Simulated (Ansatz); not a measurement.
## Electronic structure of AsGe$_{19}$H$_{36}$ (charge −1) in real space

Input file:

```
crystal:
  periodic: [false, false, false]
  atoms:
    - {symbol: Ge, position_ang: [-4.079212, -1.598923, 1.215918]}
    - {symbol: Ge, position_ang: [-1.480385, -4.695095, 1.095842]}
    - {symbol: As, position_ang: [-1.509407, -2.061922, -1.915566]}
    - {symbol: Ge, position_ang: [-3.861880, 1.692052, -1.146451]}
    - {symbol: Ge, position_ang: [-1.011641, 1.825645, 1.953799]}
    - {symbol: Ge, position_ang: [-1.623664, 4.669060, -1.003869]}
    - {symbol: Ge, position_ang: [1.759508, -4.419187, -1.311047]}
    - {symbol: Ge, position_ang: [0.889803, -0.747168, 0.865046]}
    - {symbol: Ge, position_ang: [4.392886, -1.719241, -1.094793]}
    - {symbol: Ge, position_ang: [1.005088, 0.945053, -0.869725]}
    - {symbol: Ge, position_ang: [1.813694, 4.630785, 1.175790]}
    - {symbol: Ge, position_ang: [4.334232, 1.698545, 1.199396]}
    - {symbol: Ge, position_ang: [-5.328962, 0.009598, -0.136072]}
    - {symbol: Ge, position_ang: [0.096446, -5.916699, -0.314555]}
    - {symbol: Ge, position_ang: [-2.897260, -3.190891, -0.214697]}
    - {symbol: Ge, position_ang: [-2.667936, 3.045245, 0.525681]}
    - {symbol: Ge, position_ang: [0.084455, 6.006745, 0.125766]}
    - {symbol: Ge, position_ang: [2.458445, -2.578786, 0.154452]}
    - {symbol: Ge, position_ang: [5.685024, 0.023616, 0.037618]}
    - {symbol: Ge, position_ang: [2.548244, 2.707348, -0.144066]}
    - {symbol: H, position_ang: [-5.039148, -2.454613, 2.104729]}
    - {symbol: H, position_ang: [-3.064934, -0.884531, 2.146598]}
    - {symbol: H, position_ang: [-2.392748, -5.702645, 1.864873]}
    - {symbol: H, position_ang: [-0.676834, -3.902179, 2.165644]}
    - {symbol: H, position_ang: [-2.762782, -1.597104, -2.683556]}
    - {symbol: H, position_ang: [-1.432145, -3.356214, -2.754857]}
    - {symbol: H, position_ang: [-4.774352, 2.511550, -2.123801]}
    - {symbol: H, position_ang: [-2.884005, 0.897761, -2.070380]}
    - {symbol: H, position_ang: [-2.179834, 1.100024, 2.782557]}
    - {symbol: H, position_ang: [-0.897802, 3.081188, 2.949167]}
    - {symbol: H, position_ang: [-2.616474, 5.674475, -1.679330]}
    - {symbol: H, position_ang: [-0.867834, 3.977959, -2.184110]}
    - {symbol: H, position_ang: [1.192648, -3.873195, -2.655094]}
    - {symbol: H, position_ang: [2.997746, -5.296651, -1.690537]}
    - {symbol: H, position_ang: [-0.499850, -1.389091, 1.113848]}
    - {symbol: H, position_ang: [1.527044, -0.305402, 2.209116]}
    - {symbol: H, position_ang: [3.915352, -1.150545, -2.462836]}
    - {symbol: H, position_ang: [5.380015, -2.883960, -1.429705]}
    - {symbol: H, position_ang: [-0.373403, 1.473262, -1.332031]}
    - {symbol: H, position_ang: [1.703883, 0.310118, -2.128169]}
    - {symbol: H, position_ang: [1.381735, 4.157941, 2.587748]}
    - {symbol: H, position_ang: [3.103465, 5.501140, 1.360195]}
    - {symbol: H, position_ang: [3.735017, 1.038112, 2.475598]}
    - {symbol: H, position_ang: [5.304207, 2.818359, 1.697917]}
    - {symbol: H, position_ang: [-6.137512, -0.817313, -1.189842]}
    - {symbol: H, position_ang: [-6.395326, 0.687463, 0.781896]}
    - {symbol: H, position_ang: [-0.698513, -6.693391, -1.410506]}
    - {symbol: H, position_ang: [0.830471, -6.995519, 0.543370]}
    - {symbol: H, position_ang: [-3.948555, -4.095755, -0.938915]}
    - {symbol: H, position_ang: [-3.855257, 3.897389, 1.121784]}
    - {symbol: H, position_ang: [-0.544914, 6.914397, 1.230307]}
    - {symbol: H, position_ang: [0.814743, 6.980081, -0.858469]}
    - {symbol: H, position_ang: [3.082893, -3.307692, 1.396143]}
    - {symbol: H, position_ang: [6.651154, -0.659953, 1.058138]}
    - {symbol: H, position_ang: [6.599224, 0.748582, -1.000871]}
    - {symbol: H, position_ang: [3.262550, 3.268774, -1.421080]}
basis:
  gaussian: {orbitals: def2-TZVP, fitting: {mean_field: def2-universal-jkfit}, initial_orbitals: start.molden}
total_charge: -1
hamiltonian: {xc: pbe0, dispersion: d4}
scf: {omitted_lower_state_checks: [starts]}
output: {orbitals: {seedname: orbitals}}
```

Run with:

```sh
ansatz run in.yaml --threads 11 --pin off --events-out ev --progress --plain --max-ram 174080MiB --backend cuda --devices 0, --max-vram 75GiB
```

Geometry: PBE-D4/def2-SVP.

Computed with RKS PBE0-D4/def2-TZVP (Ansatz).

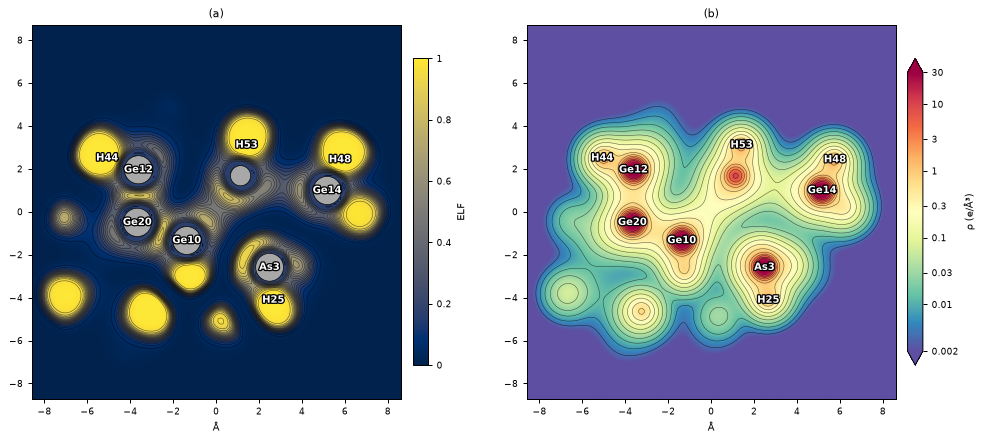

Figure 1. (a) electron localisation function; (b) electron density on the plane of atoms Ge10, Ge20 and Ge12. Grey discs cover the atomic cores in the ELF map.

Interpret the plot.

Answer. Atoms in the plane: As, Ge and H.
Ge–Ge (2.45 Å): the density is about 0.55 e/Å³ at the midpoint; the ELF peaks at about 0.85 between the atoms; a shared electron pair.
As–H (1.54 Å): the density is about 1.1 e/Å³ at the midpoint; the ELF climbs to about 1 towards the hydrogen, as it does in any bond to H.
Ge–H (1.56 Å): ρ is about 0.99 e/Å³ halfway; the ELF climbs to about 1 towards the hydrogen.

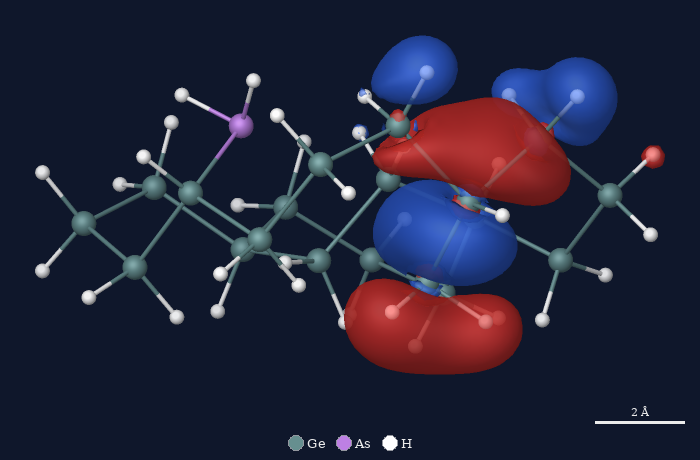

Figure 2. The HOMO−1 at ±0.06 Å⁻³ᐟ² (red and blue are the two phases), seen from one side.

Where does this orbital lie, and at what energy?

Answer. By Hirshfeld shares it lies mainly on Ge16 (about 30 %), Ge5 (about 25 %), Ge6 (about 15 %), H29 (about 5 %) and Ge4 (about 5 %). Its energy is −4.14 eV.

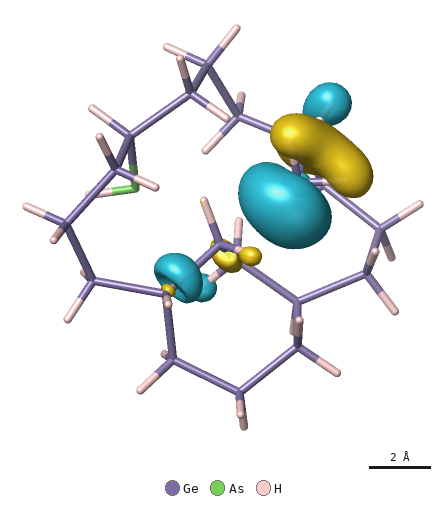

Figure 3. The HOMO at ±0.08 Å⁻³ᐟ² (yellow and cyan are the two phases), seen at a tilt.

Describe this orbital and give its energy.

Answer. It lies mainly on Ge5 (about 50 %) and Ge16 (about 10 %). Its energy is −2.69 eV.
